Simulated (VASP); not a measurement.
Band structure of CdI₂ (1T layered). Method: AM05 GGA, VASP's PBE PAW potentials (set 64) (plane waves; VASP 6.6.1).

Without a dispersion term in the relaxation, distances and binding between the weakly bound layers, chains or molecules are unreliable, and so is what depends on them. Unless said otherwise, spin-orbit coupling is left out, though it shifts the bands of the heavy elements here.

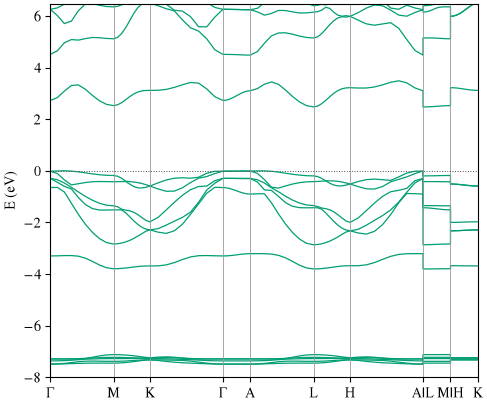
Figure. Bands along high-symmetry lines, zero at the valence-band maximum or, without a gap, the Fermi level

Task: Read the plot: is there a gap, and where are the band edges?

Result: The gap is indirect, 2.48 eV, from the valence maximum at Γ-M at 0.22 to the conduction minimum at L. (Edges off the drawn lines would not show.)

The compound is CdI2 in the 1T layered structure. It was relaxed first, which changed the volume by +25 %.
